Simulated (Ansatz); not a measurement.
## Molecular dynamics, with input and output: TaNH$_{3}$ClOF$_{2}$ (part 2 of 2)

TaNH$_{3}$ClOF$_{2}$; RHF/def2-SVP (Ansatz 0.2.0). It belongs to a series of runs on one base structure; here: dynamics from the start.

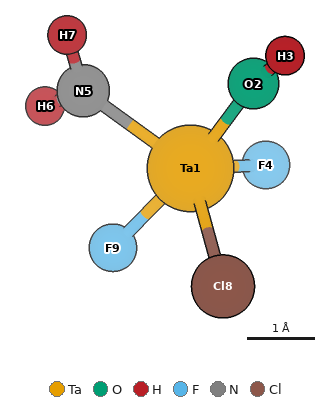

Figure 1. The geometry at step 153 of the log (ball-and-stick view, seen at a tilt; atoms are numbered from 1 in the order of the input).

### The program's output, continued
```
md step   128: t =    64.00 fs  T =   243.4 K  F+E_penalty+E_count = -23012.43671086 eV  E_kin = 0.220195 eV  conserved = -23012.21651540 eV  (42 SCF iters)
md step   129: t =    64.50 fs  T =   247.7 K  F+E_penalty+E_count = -23012.44066733 eV  E_kin = 0.224114 eV  conserved = -23012.21655308 eV  (42 SCF iters)
md step   130: t =    65.00 fs  T =   259.3 K  F+E_penalty+E_count = -23012.45144630 eV  E_kin = 0.234650 eV  conserved = -23012.21679674 eV  (42 SCF iters)
md step   131: t =    65.50 fs  T =   274.1 K  F+E_penalty+E_count = -23012.46518550 eV  E_kin = 0.248045 eV  conserved = -23012.21714007 eV  (42 SCF iters)
md step   132: t =    66.00 fs  T =   286.3 K  F+E_penalty+E_count = -23012.47647763 eV  E_kin = 0.259068 eV  conserved = -23012.21741000 eV  (42 SCF iters)
md step   133: t =    66.50 fs  T =   291.4 K  F+E_penalty+E_count = -23012.48107994 eV  E_kin = 0.263634 eV  conserved = -23012.21744614 eV  (41 SCF iters)
md step   134: t =    67.00 fs  T =   288.6 K  F+E_penalty+E_count = -23012.47834022 eV  E_kin = 0.261125 eV  conserved = -23012.21721530 eV  (42 SCF iters)
md step   135: t =    67.50 fs  T =   281.6 K  F+E_penalty+E_count = -23012.47163292 eV  E_kin = 0.254760 eV  conserved = -23012.21687248 eV  (43 SCF iters)
md step   136: t =    68.00 fs  T =   275.6 K  F+E_penalty+E_count = -23012.46599399 eV  E_kin = 0.249324 eV  conserved = -23012.21666999 eV  (43 SCF iters)
md step   137: t =    68.50 fs  T =   273.7 K  F+E_penalty+E_count = -23012.46438547 eV  E_kin = 0.247636 eV  conserved = -23012.21674969 eV  (43 SCF iters)
md step   138: t =    69.00 fs  T =   274.7 K  F+E_penalty+E_count = -23012.46559926 eV  E_kin = 0.248573 eV  conserved = -23012.21702588 eV  (43 SCF iters)
md step   139: t =    69.50 fs  T =   274.3 K  F+E_penalty+E_count = -23012.46549010 eV  E_kin = 0.248208 eV  conserved = -23012.21728211 eV  (43 SCF iters)
md step   140: t =    70.00 fs  T =   268.4 K  F+E_penalty+E_count = -23012.46017217 eV  E_kin = 0.242813 eV  conserved = -23012.21735965 eV  (43 SCF iters)
md step   141: t =    70.50 fs  T =   255.5 K  F+E_penalty+E_count = -23012.44845430 eV  E_kin = 0.231210 eV  conserved = -23012.21724421 eV  (43 SCF iters)
md step   142: t =    71.00 fs  T =   237.8 K  F+E_penalty+E_count = -23012.43214809 eV  E_kin = 0.215126 eV  conserved = -23012.21702229 eV  (43 SCF iters)
md step   143: t =    71.50 fs  T =   218.8 K  F+E_penalty+E_count = -23012.41477889 eV  E_kin = 0.197975 eV  conserved = -23012.21680371 eV  (43 SCF iters)
md step   144: t =    72.00 fs  T =   202.4 K  F+E_penalty+E_count = -23012.39985189 eV  E_kin = 0.183177 eV  conserved = -23012.21667515 eV  (43 SCF iters)
md step   145: t =    72.50 fs  T =   190.9 K  F+E_penalty+E_count = -23012.38944868 eV  E_kin = 0.172767 eV  conserved = -23012.21668194 eV  (40 SCF iters)
md step   146: t =    73.00 fs  T =   184.2 K  F+E_penalty+E_count = -23012.38351210 eV  E_kin = 0.166698 eV  conserved = -23012.21681381 eV  (43 SCF iters)
md step   147: t =    73.50 fs  T =   180.2 K  F+E_penalty+E_count = -23012.38004723 eV  E_kin = 0.163050 eV  conserved = -23012.21699680 eV  (43 SCF iters)
md step   148: t =    74.00 fs  T =   176.0 K  F+E_penalty+E_count = -23012.37631910 eV  E_kin = 0.159205 eV  conserved = -23012.21711410 eV  (43 SCF iters)
md step   149: t =    74.50 fs  T =   169.7 K  F+E_penalty+E_count = -23012.37065454 eV  E_kin = 0.153580 eV  conserved = -23012.21707416 eV  (43 SCF iters)
md step   150: t =    75.00 fs  T =   162.3 K  F+E_penalty+E_count = -23012.36377776 eV  E_kin = 0.146882 eV  conserved = -23012.21689560 eV  (42 SCF iters)
md step   151: t =    75.50 fs  T =   156.6 K  F+E_penalty+E_count = -23012.35845485 eV  E_kin = 0.141734 eV  conserved = -23012.21672062 eV  (43 SCF iters)
md step   152: t =    76.00 fs  T =   155.4 K  F+E_penalty+E_count = -23012.35734107 eV  E_kin = 0.140639 eV  conserved = -23012.21670200 eV  (43 SCF iters)
md step   153: t =    76.50 fs  T =   159.0 K  F+E_penalty+E_count = -23012.36072352 eV  E_kin = 0.143865 eV  conserved = -23012.21685812 eV  (43 SCF iters)
md step   154: t =    77.00 fs  T =   164.9 K  F+E_penalty+E_count = -23012.36624299 eV  E_kin = 0.149183 eV  conserved = -23012.21705956 eV  (43 SCF iters)
md step   155: t =    77.50 fs  T =   169.8 K  F+E_penalty+E_count = -23012.37079004 eV  E_kin = 0.153631 eV  conserved = -23012.21715930 eV  (43 SCF iters)
md step   156: t =    78.00 fs  T =   172.0 K  F+E_penalty+E_count = -23012.37272435 eV  E_kin = 0.155612 eV  conserved = -23012.21711245 eV  (43 SCF iters)
md step   157: t =    78.50 fs  T =   172.0 K  F+E_penalty+E_count = -23012.37262708 eV  E_kin = 0.155643 eV  conserved = -23012.21698367 eV  (43 SCF iters)
md step   158: t =    79.00 fs  T =   171.9 K  F+E_penalty+E_count = -23012.37238883 eV  E_kin = 0.155514 eV  conserved = -23012.21687482 eV  (43 SCF iters)
md step   159: t =    79.50 fs  T =   173.3 K  F+E_penalty+E_count = -23012.37367105 eV  E_kin = 0.156819 eV  conserved = -23012.21685169 eV  (42 SCF iters)
md step   160: t =    80.00 fs  T =   176.8 K  F+E_penalty+E_count = -23012.37685222 eV  E_kin = 0.159933 eV  conserved = -23012.21691953 eV  (42 SCF iters)
md step   161: t =    80.50 fs  T =   181.1 K  F+E_penalty+E_count = -23012.38089594 eV  E_kin = 0.163858 eV  conserved = -23012.21703808 eV  (43 SCF iters)
md step   162: t =    81.00 fs  T =   184.4 K  F+E_penalty+E_count = -23012.38397138 eV  E_kin = 0.166828 eV  conserved = -23012.21714295 eV  (43 SCF iters)
md step   163: t =    81.50 fs  T =   184.9 K  F+E_penalty+E_count = -23012.38449924 eV  E_kin = 0.167339 eV  conserved = -23012.21715982 eV  (43 SCF iters)
md step   164: t =    82.00 fs  T =   182.7 K  F+E_penalty+E_count = -23012.38232601 eV  E_kin = 0.165290 eV  conserved = -23012.21703567 eV  (44 SCF iters)
md step   165: t =    82.50 fs  T =   179.8 K  F+E_penalty+E_count = -23012.37948779 eV  E_kin = 0.162692 eV  conserved = -23012.21679618 eV  (42 SCF iters)
these checks for a lower state are left out or cut short: starts, cluster_reference, orbital_swaps, neighbouring_geometries, increment
1260 factors; integrals over basis functions are off by at most 3.3e-4 eV
mean field -23012.37971039 eV, -845.6893560055 hartree, gradient 1.6e-5 eV, S^2 0.000000; 0 other end points of the search recorded, 0 dependent functions left out
the calculation of the forces begins
reference -23012.37971039 eV, -845.6893560055 hartree; 33, 33 occupied and 88, 88 virtual orbitals, 1260 factors
1260 factors; integrals over basis functions are off by at most 3.3e-4 eV
mean field -23012.37971039 eV, -845.6893560055 hartree, gradient 1.6e-5 eV, S^2 0.000000; 1 other end points of the search recorded, 0 dependent functions left out
the calculation of the forces begins
reference -23012.37971039 eV, -845.6893560055 hartree; 33, 33 occupied and 88, 88 virtual orbitals, 1260 factors
md step   166: t =    83.00 fs  T =   180.3 K  F+E_penalty+E_count = -23012.37971039 eV  E_kin = 0.163131 eV  conserved = -23012.21657958 eV  (44 SCF iters)
```

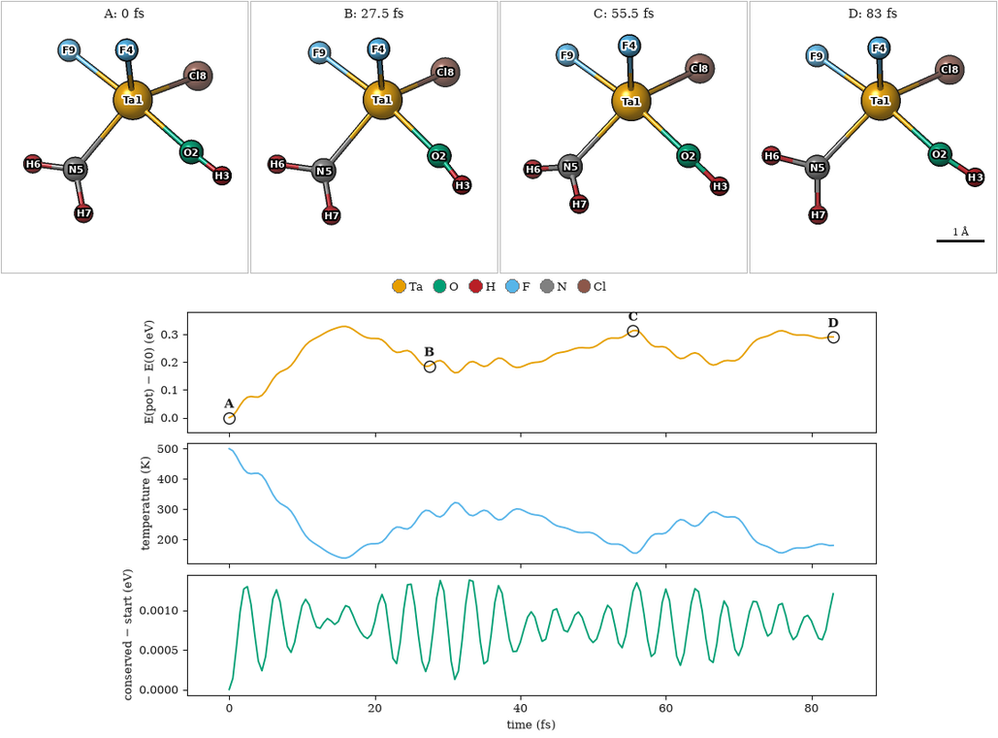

Figure 2. Frames of the molecular dynamics (ball-and-stick, seen at a tilt) above the curves, on which the letters mark them. The trajectory kept here has 167 frames over 83 fs. The temperature starts at 500 K, ranges from 138 to 500 K and averages 218 K over the second half. The potential energy ends 0.290 eV above its first value. The conserved quantity stays within 0.0014 eV. After an unweighted best fit of the last frame on the first, the root-mean-square displacement is 0.23 Å.

```
Total energy: -23012.37971039 eV, -845.6893560055 hartree
Atom 0 at    -0.085734    -0.009051    -0.032946 Å, force     0.016269     1.111765    -1.579648 eV/Å
Atom 1 at     1.671169     0.599834     0.104596 Å, force    -0.944634    -0.422472    -0.110061 eV/Å
Atom 2 at     2.443329     1.081685     0.244390 Å, force     1.187784     0.661933     0.138911 eV/Å
Atom 3 at     0.052411    -1.255629     1.290707 Å, force     0.117683    -1.108440     0.982266 eV/Å
Atom 4 at     0.217919    -0.643604    -1.885290 Å, force     0.263352    -0.462714    -1.083550 eV/Å
Atom 5 at    -0.420062    -1.332268    -2.285899 Å, force     0.033821     0.688634     0.426716 eV/Å
Atom 6 at     0.914183    -0.456420    -2.614333 Å, force    -0.252687     0.030948     1.202834 eV/Å
Atom 7 at    -0.941035     2.097911     0.686298 Å, force     0.139152    -0.276302    -0.250492 eV/Å
Atom 8 at    -1.850377    -0.546414    -0.413757 Å, force    -0.560741    -0.223351     0.273024 eV/Å
Dipole moment:     0.805071    -0.039255    -0.508854 e Å
```

### Trajectory as extended XYZ (Å, eV, eV/Å), 11 of the 167 frames kept, from step=0 to step=166
```
9
Properties=species:S:1:pos:R:3:forces:R:3 step=0 time_fs=0.0 energy=-23012.67020 temperature=500.0
Ta   -0.0925   -0.0052   -0.0161    0.0044   0.0062  -0.0087
O     1.6943    0.5160    0.1724   -0.0011  -0.0004   0.0066
H     2.5867    0.7665    0.3311   -0.0074   0.0026  -0.0025
F     0.1119   -1.3826    1.2444   -0.0001  -0.0003  -0.0032
N     0.1798   -0.3989   -1.9064   -0.0044  -0.0026   0.0092
H    -0.5516   -0.7693   -2.4872    0.0010  -0.0002  -0.0005
H     1.0425   -0.2796   -2.4040   -0.0005  -0.0003  -0.0004
Cl   -0.9309    2.1209    0.5314    0.0065  -0.0066  -0.0003
F    -1.8630   -0.6309   -0.2853    0.0015   0.0016  -0.0002
9
Properties=species:S:1:pos:R:3:forces:R:3 step=17 time_fs=8.5 energy=-23012.48248 temperature=293.1
Ta   -0.0917    0.0051   -0.0194   -0.6843  -1.5856   1.4177
O     1.6956    0.5094    0.1413    1.0360   0.3329   0.0201
H     2.6286    0.6929    0.1995   -0.7628  -0.1094   0.0225
F     0.1146   -1.3868    1.2762   -0.1975   0.6921  -0.6742
N     0.1818   -0.4210   -1.8689    0.8127   0.0917  -0.7166
H    -0.3120   -1.0857   -2.4176   -0.6430  -0.1293  -0.3037
H     1.0327   -0.1422   -2.3181    0.1317  -0.0937  -0.1240
Cl   -0.9312    2.0685    0.5430   -0.2204   0.9291   0.1643
F    -1.8900   -0.5924   -0.3101    0.5276  -0.1279   0.1940
9
Properties=species:S:1:pos:R:3:forces:R:3 step=33 time_fs=16.5 energy=-23012.34524 temperature=142.0
Ta   -0.0930    0.0097   -0.0182   -0.2149  -2.1188   0.7497
O     1.7063    0.5098    0.1114    1.0356   0.3237   0.0425
H     2.6530    0.6447    0.1141   -0.9767  -0.0817   0.0738
F     0.1111   -1.3698    1.2857   -0.2314   0.6741  -0.6594
N     0.2051   -0.4529   -1.8762    0.6589   0.9412   0.7065
H    -0.2364   -1.1997   -2.3317   -0.7437  -0.6656  -0.9648
H     1.0430   -0.1120   -2.2960    0.2261  -0.3217  -0.4800
Cl   -0.9351    2.0351    0.5569   -0.3604   1.5124   0.3130
F    -1.8991   -0.5603   -0.3275    0.6064  -0.2635   0.2186
9
Properties=species:S:1:pos:R:3:forces:R:3 step=50 time_fs=25.0 energy=-23012.43420 temperature=240.6
Ta   -0.0948    0.0071   -0.0145    0.9899  -1.1033  -1.0300
O     1.7184    0.5170    0.0819    0.9066   0.1864   0.1840
H     2.6742    0.6334    0.0717   -1.3617  -0.1008   0.0362
F     0.0997   -1.3302    1.2750   -0.1135  -0.1101   0.1233
N     0.2451   -0.4876   -1.8944    0.3406   0.4278   0.5762
H    -0.3021   -1.1255   -2.4034   -1.1497  -0.5479  -0.5048
H     1.0614   -0.2923   -2.4341    0.4324   0.1934   0.2084
Cl   -0.9459    2.0276    0.5775   -0.3082   1.4546   0.3666
F    -1.8885   -0.5357   -0.3387    0.2635  -0.4001   0.0399
9
Properties=species:S:1:pos:R:3:forces:R:3 step=66 time_fs=33.0 energy=-23012.47089 temperature=281.3
Ta   -0.0933    0.0009   -0.0144    1.4492   0.3324  -2.1727
O     1.7151    0.5246    0.0617    1.0152   0.0939   0.2659
H     2.6681    0.6647    0.0498   -1.3860  -0.1228   0.0254
F     0.0854   -1.2964    1.2686    0.0720  -0.9236   0.9106
N     0.2726   -0.5312   -1.9152   -0.0808   0.7514   2.0866
H    -0.5001   -0.8658   -2.4212   -0.6493  -0.4802  -1.0061
H     1.1338   -0.4527   -2.4176   -0.0666  -0.0459  -0.0892
Cl   -0.9613    2.0459    0.6031   -0.0778   0.8390   0.2063
F    -1.8700   -0.5255   -0.3479   -0.2759  -0.4441  -0.2268
9
Properties=species:S:1:pos:R:3:forces:R:3 step=83 time_fs=41.5 energy=-23012.47362 temperature=283.8
Ta   -0.0869   -0.0048   -0.0216    0.3464   0.6161  -1.0350
O     1.6991    0.5287    0.0524    1.3762   0.2594   0.3425
H     2.6323    0.7507    0.0331   -1.1450  -0.1998   0.0351
F     0.0725   -1.2899    1.2908    0.1399  -0.6329   0.5685
N     0.2564   -0.5675   -1.8901    0.3306   0.4421   0.7607
H    -0.4864   -0.5841   -2.5369   -0.9324  -0.4358  -0.6231
H     1.1321   -0.6260   -2.3754    0.1051   0.1628   0.2397
Cl   -0.9789    2.0807    0.6340    0.2407   0.0036  -0.1047
F    -1.8591   -0.5295   -0.3645   -0.4616  -0.2156  -0.1838
9
Properties=species:S:1:pos:R:3:forces:R:3 step=100 time_fs=50.0 energy=-23012.41688 temperature=220.7
Ta   -0.0792   -0.0084   -0.0325   -1.2536   0.1361   1.1835
O     1.6927    0.5325    0.0581    1.0761   0.3672   0.1900
H     2.5763    0.8794    0.0280   -0.5154  -0.1963   0.0701
F     0.0644   -1.3045    1.3314    0.0970   0.2986  -0.5184
N     0.2147   -0.5853   -1.8612    1.3316   0.1839   0.1817
H    -0.4501   -0.5461   -2.5854   -0.9224  -0.4124  -0.6842
H     1.1490   -0.7083   -2.2172   -0.1914   0.1703  -0.0772
Cl   -0.9918    2.1159    0.6628    0.5004  -0.6617  -0.4010
F    -1.8635   -0.5410   -0.3871   -0.1221   0.1143   0.0555
9
Properties=species:S:1:pos:R:3:forces:R:3 step=116 time_fs=58.0 energy=-23012.40795 temperature=210.6
Ta   -0.0760   -0.0111   -0.0391   -1.5532   0.0772   2.0712
O     1.7051    0.5417    0.0717    0.2896   0.2728  -0.0389
H     2.5305    1.0052    0.0542   -0.2591  -0.2158   0.0682
F     0.0601   -1.3101    1.3544    0.0370   0.7202  -1.0472
N     0.1912   -0.5913   -1.8567    1.3757   0.1137  -0.1270
H    -0.5056   -0.7741   -2.5462   -0.1443  -0.3216  -0.1892
H     1.1553   -0.6994   -2.1543   -0.6468   0.0976  -0.4043
Cl   -0.9952    2.1378    0.6830    0.6144  -0.9976  -0.5546
F    -1.8718   -0.5487   -0.4068    0.2866   0.2535   0.2217
9
Properties=species:S:1:pos:R:3:forces:R:3 step=133 time_fs=66.5 energy=-23012.48108 temperature=291.4
Ta   -0.0779   -0.0135   -0.0388   -0.5944   0.5905   1.2271
O     1.7180    0.5568    0.0852   -1.1111  -0.2180  -0.1215
H     2.4841    1.0911    0.1194    0.4192   0.1781   0.0318
F     0.0569   -1.2926    1.3441   -0.0074   0.3855  -0.7003
N     0.1924   -0.5981   -1.8728    1.0680  -0.4134  -0.7860
H    -0.4888   -1.1370   -2.3796   -0.2335   0.2124   0.1024
H     1.0804   -0.6278   -2.3729   -0.5337   0.2049   0.5021
Cl   -0.9873    2.1424    0.6940    0.6098  -1.0487  -0.5675
F    -1.8711   -0.5488   -0.4199    0.3833   0.1086   0.3118
9
Properties=species:S:1:pos:R:3:forces:R:3 step=149 time_fs=74.5 energy=-23012.37065 temperature=169.7
Ta   -0.0819   -0.0137   -0.0346    0.2223   1.3500  -0.8594
O     1.7051    0.5739    0.0945   -1.1423  -0.2382  -0.0682
H     2.4565    1.1148    0.1896    0.6178   0.3301   0.0470
F     0.0539   -1.2649    1.3126    0.0464  -0.5904   0.3368
N     0.2079   -0.6209   -1.9030    0.3169   0.0988   0.7802
H    -0.4810   -1.3188   -2.1572    0.3736   0.4339  -0.7004
H     1.0041   -0.4919   -2.5318   -0.8145  -0.4034   0.6178
Cl   -0.9690    2.1283    0.6944    0.4744  -0.8403  -0.4588
F    -1.8593   -0.5454   -0.4221   -0.0947  -0.1403   0.3050
9
Properties=species:S:1:pos:R:3:forces:R:3 step=166 time_fs=83.0 energy=-23012.37971 temperature=180.3
Ta   -0.0857   -0.0091   -0.0329    0.0163   1.1118  -1.5796
O     1.6712    0.5998    0.1046   -0.9446  -0.4225  -0.1101
H     2.4433    1.0817    0.2444    1.1878   0.6619   0.1389
F     0.0524   -1.2556    1.2907    0.1177  -1.1084   0.9823
N     0.2179   -0.6436   -1.8853    0.2634  -0.4627  -1.0836
H    -0.4201   -1.3323   -2.2859    0.0338   0.6886   0.4267
H     0.9142   -0.4564   -2.6143   -0.2527   0.0309   1.2028
Cl   -0.9410    2.0979    0.6863    0.1392  -0.2763  -0.2505
F    -1.8504   -0.5464   -0.4138   -0.5607  -0.2234   0.2730
```

The run was set up as follows.

### Input
```yaml
crystal:
  periodic: [false, false, false]
  atoms:
    - { symbol: Ta, position_ang: [-0.092501, -0.005235, -0.016111] }
    - { symbol: O, position_ang: [1.694308, 0.516049, 0.172403] }
    - { symbol: H, position_ang: [2.586685, 0.766522, 0.331131] }
    - { symbol: F, position_ang: [0.11186, -1.382649, 1.244417] }
    - { symbol: "N", position_ang: [0.179834, -0.398928, -1.906442] }
    - { symbol: H, position_ang: [-0.551633, -0.769337, -2.48717] }
    - { symbol: H, position_ang: [1.042537, -0.27956, -2.403979] }
    - { symbol: Cl, position_ang: [-0.930941, 2.120856, 0.531378] }
    - { symbol: F, position_ang: [-1.863048, -0.630917, -0.285328] }
basis:
  gaussian: { orbitals: def2-SVP }
hamiltonian:
  xc: hf
md:
  timestep: 0.5
  n_steps: 166
  ensemble: nve
  temperature: 500.0
  initial_velocities: maxwell_boltzmann
  seed: 596276
```

Run as:
```bash
ansatz run input.yaml --threads 2 --pin off --max-ram 3072MiB --backend cpu --events-out ev --progress --plain --runs-dir out
```

### Results in brief

- outcome: finished
- mean temperature over the second half: 218 K
- trajectory: 166 steps, 83 fs
- ensemble: nve
- temperature in the input: 500.0 K
- time step: 0.5 fs
- potential energy (last step): −23012.3797 eV
- mean-field energy (last step): −23012.3797 eV
- largest force (length of the vector) (last step): 1.932 eV/Å
- hardware: 2 threads of Arm Neoverse V1, 24 GiB of memory available, shared host
- wall time: 7.7 min (CPU time 15 min)
- peak memory: 0.28 GiB

So short a trajectory is not equilibrated.
